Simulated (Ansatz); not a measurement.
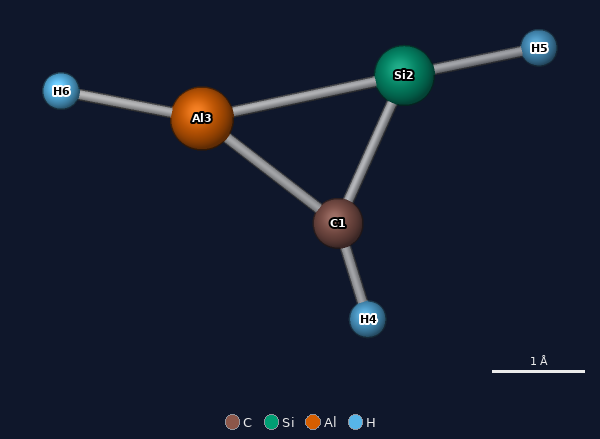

The structure as given in the input (ball-and-stick view, seen on its broad side; atoms are numbered from 1 in the order of the input). Sticks mark near contacts. Bond lengths as drawn: Al–C 1.90 Å, Al–H 1.59 Å, Al–Si 2.29 Å, C–H 1.10 Å, C–Si 1.78 Å and H–Si 1.52 Å.

Geometry relaxation, with input and output: CH₃AlSi

The run: geometry relaxation of CH₃AlSi. Method and program: RKS PBE0-D4/def2-TZVP (Ansatz 0.2.0).

Figures and captions count atoms from 1; the log counts them from 0 in places.

**What the program printed**
```
Functional definition: PBE0
  name "PBE0"
  cite "Adamo & Barone, J. Chem. Phys. 110, 6158 (1999) doi:10.1063/1.478522"
  cite "Perdew, Burke & Ernzerhof, Phys. Rev. Lett. 77, 3865 (1996) doi:10.1103/PhysRevLett.77.3865"
  parent pbe
  parameter a = 0.25
  parameter kappa = 0.804
  parameter beta = 0.06672455060314922
  exchange = (1 - a)*pbe_x(kappa = kappa, mu = beta*pi^2/3) + a*exact_x
  correlation = pbe_c(beta = beta)
859 factors; their error is unknown
mean field evaluation 1: about -15539.6332 eV, gradient 6.6e1 eV
mean field evaluation 2: about -15502.9710 eV, gradient 1.1e2 eV
mean field evaluation 4: about -15550.5770 eV, gradient 8.6e0 eV
mean field evaluation 8: about -15550.8561 eV, gradient 2.0e-1 eV
mean field evaluation 16: about -15550.8996 eV, gradient 1.1e-4 eV
mean field -15550.89959482 eV, -571.4850193312 hartree, gradient 1.0e-5 eV, S^2 0.000000; 0 other end points of the search recorded, 0 dependent functions left out
the calculation of the forces begins
reference -15550.89962441 eV, -571.4850204186 hartree; 18, 18 occupied and 105, 105 virtual orbitals, 859 factors
relax step   1: F+E_penalty+E_count = -15551.00540787 eV  Δ(F+E_penalty+E_count) = +0.000e0 eV  max|allowed force component| = 4.580e-1 eV/Å  Δτ_max = 0.0000 Å  (29 SCF iters, accepted)
these checks for a lower state are left out or cut short: starts, cluster_reference, orbital_swaps, neighbouring_geometries, increment
859 factors; their error is unknown
mean field -15550.92254318 eV, -571.4858626680 hartree, gradient 1.5e-5 eV, S^2 0.000000; 0 other end points of the search recorded, 0 dependent functions left out
the calculation of the forces begins
reference -15550.92257271 eV, -571.4858637531 hartree; 18, 18 occupied and 105, 105 virtual orbitals, 859 factors
relax step   2: F+E_penalty+E_count = -15551.02871278 eV  Δ(F+E_penalty+E_count) = -2.330e-2 eV  max|allowed force component| = 2.441e-1 eV/Å  Δτ_max = 0.0230 Å  (32 SCF iters, accepted)
these checks for a lower state are left out or cut short: starts, cluster_reference, orbital_swaps, neighbouring_geometries, increment
859 factors; their error is unknown
mean field evaluation 32: about -15550.9265 eV, gradient 1.8e-3 eV
mean field -15550.92649321 eV, -571.4860078287 hartree, gradient 1.5e-5 eV, S^2 0.000000; 0 other end points of the search recorded, 0 dependent functions left out
the calculation of the forces begins
reference -15550.92652270 eV, -571.4860089126 hartree; 18, 18 occupied and 105, 105 virtual orbitals, 859 factors
relax step   3: F+E_penalty+E_count = -15551.03285763 eV  Δ(F+E_penalty+E_count) = -4.145e-3 eV  max|allowed force component| = 1.271e-2 eV/Å  Δτ_max = 0.0111 Å  (32 SCF iters, accepted)
these checks for a lower state are left out or cut short: starts, cluster_reference, orbital_swaps, neighbouring_geometries, increment
859 factors; their error is unknown
mean field -15550.92654287 eV, -571.4860096540 hartree, gradient 1.5e-5 eV, S^2 0.000000; 0 other end points of the search recorded, 0 dependent functions left out
the calculation of the forces begins
reference -15550.92657237 eV, -571.4860107379 hartree; 18, 18 occupied and 105, 105 virtual orbitals, 859 factors
relax step   4: F+E_penalty+E_count = -15551.03290026 eV  Δ(F+E_penalty+E_count) = -4.263e-5 eV  max|allowed force component| = 7.652e-3 eV/Å  Δτ_max = 0.0018 Å  (23 SCF iters, accepted)
these checks for a lower state are left out or cut short: starts, cluster_reference, orbital_swaps, neighbouring_geometries, increment
859 factors; their error is unknown
mean field -15550.92656895 eV, -571.4860106121 hartree, gradient 2.4e-5 eV, S^2 0.000000; 0 other end points of the search recorded, 0 dependent functions left out
the calculation of the forces begins
reference -15550.92659844 eV, -571.4860116962 hartree; 18, 18 occupied and 105, 105 virtual orbitals, 859 factors
relax step   5: F+E_penalty+E_count = -15551.03292048 eV  Δ(F+E_penalty+E_count) = -2.022e-5 eV  max|allowed force component| = 9.685e-4 eV/Å  Δτ_max = 0.0022 Å  (23 SCF iters, accepted)
859 factors; their error is unknown
mean field evaluation 64: about -15550.9266 eV, gradient 3.0e-3 eV
```

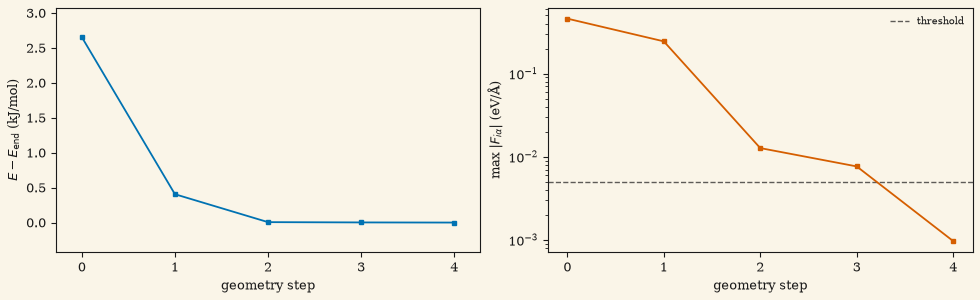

Progress of the relaxation, step by step (the first geometry is step 0 here and step 1 in the log).

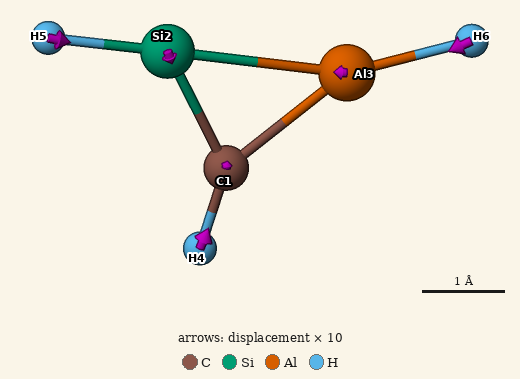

The starting structure with the displacements as pink arrows, magnified 10 times (ball-and-stick view, seen at an oblique angle). The two geometries are laid on each other by the best rigid fit. The largest move after the best rigid fit is that of H6, 0.033 Å. Largest moves by element: H 0.033 Å, Si 0.019 Å, Al 0.018 Å, C 0.010 Å. Distances before and after: C1–Si2 1.783 → 1.755 Å, Si2–Al3 2.294 → 2.266 Å, Si2–H5 1.523 → 1.502 Å, C1–Al3 1.902 → 1.882 Å. Over 4 geometry steps the energy falls by 2.65 kJ/mol. Largest force component: 0.46 eV/Å at the start, 0.00097 eV/Å at the end. (Atoms are counted from 1 in the order of the input.)

```
mean field -15550.92656895 eV, -571.4860106121 hartree, gradient 2.4e-5 eV, S^2 0.000000; 1 other end points of the search recorded, 0 dependent functions left out
the calculation of the forces begins
reference -15550.92659844 eV, -571.4860116962 hartree; 18, 18 occupied and 105, 105 virtual orbitals, 859 factors
Total energy: -15551.03294998 eV, -571.4899200431 hartree
Atom 0 at    -0.626423    -0.548333    -0.247544 Å, force     0.000155     0.000438    -0.000871 eV/Å
Atom 1 at     0.420351     0.708660    -0.883771 Å, force    -0.000905    -0.000968     0.000186 eV/Å
Atom 2 at     0.376939    -0.030085     1.258364 Å, force    -0.000177    -0.000039    -0.000427 eV/Å
Atom 3 at    -1.405002    -1.212850    -0.607586 Å, force     0.000481     0.000328     0.000475 eV/Å
Atom 4 at     0.459023     1.207180    -2.300324 Å, force     0.000269     0.000095     0.000540 eV/Å
Atom 5 at     0.775112    -0.124572     2.780862 Å, force     0.000177     0.000147     0.000095 eV/Å
Dipole moment:     0.033634     0.006773     0.083139 e Å
```

**Trajectory as extended XYZ (Å, eV, eV/Å), 5 frames, from step=1 to step=5**
```
6
Properties=species:S:1:pos:R:3:forces:R:3 step=1 energy=-15551.00541
C    -0.6340   -0.5552   -0.2498    0.1545   0.1995  -0.1370
Si    0.4327    0.7227   -0.8889   -0.4143  -0.4580   0.1302
Al    0.3774   -0.0352    1.2754   -0.1391  -0.0419  -0.3012
H    -1.4259   -1.2299   -0.6197    0.4494   0.3844   0.2054
H     0.4618    1.2190   -2.3282    0.0025  -0.0956   0.3024
H     0.7879   -0.1215    2.8111   -0.0530   0.0116  -0.1997
6
Properties=species:S:1:pos:R:3:forces:R:3 step=2 energy=-15551.02871
C    -0.6304   -0.5520   -0.2488    0.1547   0.1689  -0.0421
Si    0.4269    0.7154   -0.8842   -0.2075  -0.2441   0.1106
Al    0.3744   -0.0351    1.2661   -0.0651  -0.0066  -0.1811
H    -1.4123   -1.2181   -0.6140    0.1260   0.1082   0.0563
H     0.4593    1.2100   -2.3080    0.0038  -0.0235   0.0843
H     0.7821   -0.1202    2.7889   -0.0119  -0.0028  -0.0280
6
Properties=species:S:1:pos:R:3:forces:R:3 step=3 energy=-15551.03286
C    -0.6262   -0.5479   -0.2481   -0.0040  -0.0034  -0.0017
Si    0.4217    0.7094   -0.8820   -0.0028  -0.0023  -0.0016
Al    0.3744   -0.0330    1.2594    0.0127   0.0109   0.0057
H    -1.4043   -1.2111   -0.6107   -0.0056  -0.0057   0.0001
H     0.4570    1.2048   -2.2995    0.0040   0.0050  -0.0028
H     0.7774   -0.1223    2.7809   -0.0044  -0.0045   0.0003
6
Properties=species:S:1:pos:R:3:forces:R:3 step=4 energy=-15551.03290
C    -0.6262   -0.5480   -0.2477   -0.0023  -0.0007  -0.0051
Si    0.4212    0.7093   -0.8830   -0.0042  -0.0048   0.0021
Al    0.3756   -0.0317    1.2590    0.0077   0.0072   0.0015
H    -1.4045   -1.2119   -0.6091   -0.0017  -0.0019   0.0005
H     0.4578    1.2059   -2.3002    0.0023   0.0024  -0.0001
H     0.7762   -0.1235    2.7809   -0.0018  -0.0021   0.0011
6
Properties=species:S:1:pos:R:3:forces:R:3 step=5 energy=-15551.03292
C    -0.6264   -0.5483   -0.2475    0.0002   0.0004  -0.0009
Si    0.4204    0.7087   -0.8838   -0.0009  -0.0010   0.0002
Al    0.3769   -0.0301    1.2584   -0.0002   0.0000  -0.0004
H    -1.4050   -1.2128   -0.6076    0.0005   0.0003   0.0005
H     0.4590    1.2072   -2.3003    0.0003   0.0001   0.0005
H     0.7751   -0.1246    2.7809    0.0002   0.0001   0.0001
```

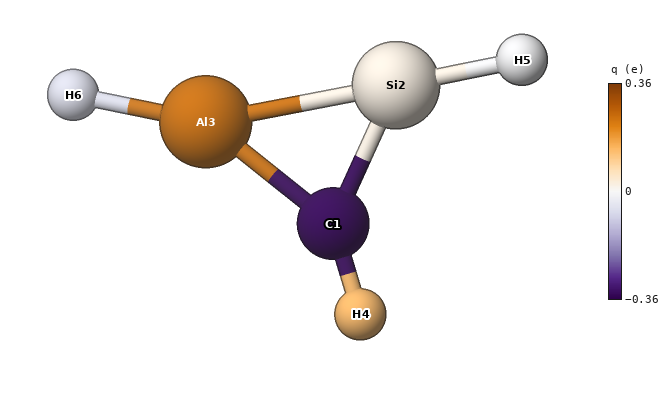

Mulliken charges, as the colour of each atom (ball-and-stick view, seen at a tilt; atoms are numbered from 1 in the order of the input). By element: C −0.34, Si +0.02, Al +0.25 and H −0.06 to +0.14 e.

The run was set up as follows.

**Input file**
```yaml
crystal:
  periodic: [false, false, false]
  atoms:
    - {symbol: C, position_ang: [-0.633962, -0.555170, -0.249785]}
    - {symbol: Si, position_ang: [0.432675, 0.722687, -0.888884]}
    - {symbol: Al, position_ang: [0.377386, -0.035163, 1.275397]}
    - {symbol: H, position_ang: [-1.425862, -1.229863, -0.619672]}
    - {symbol: H, position_ang: [0.461836, 1.219034, -2.328156]}
    - {symbol: H, position_ang: [0.787927, -0.121525, 2.811100]}
basis:
  gaussian: {orbitals: def2-TZVP}
hamiltonian: {xc: pbe0, dispersion: d4}
relax: {f_tol: 0.005, max_steps: 200}
```

Run as:
```bash
ansatz run in.yaml --threads 2 --pin off --events-out ev --progress --plain --max-ram 4352MiB
```

**Summary**

```csv
quantity,value
outcome,converged
total energy,−15551.0329 eV
mean-field energy,−15550.9266 eV
dispersion energy,−0.1064 eV
SCF solution under orbital rotations,stable
largest force (length of the vector) at the end,0.001 eV/Å
dipole moment,0.43 D
hardware,"2 threads of Arm Neoverse V1, 23 GiB of memory available, shared host"
wall time,12 s (CPU time 22 s)
peak memory,0.21 GiB
```
